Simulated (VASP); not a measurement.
Band structure of K (bcc). These are revTPSS meta-GGA, VASP's PBE PAW potentials (set 64) (plane waves; VASP) values and carry that method's errors.

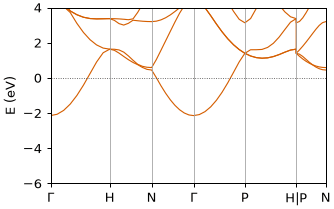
Figure: Bands along high-symmetry lines, zero at the valence-band maximum or, without a gap, the Fermi level

Question: Read the plot: is there a gap, and where are the band edges?

Answer: It has no gap at this level: it comes out as a metal or semimetal.

The compound is K in the bcc structure. It was relaxed first.
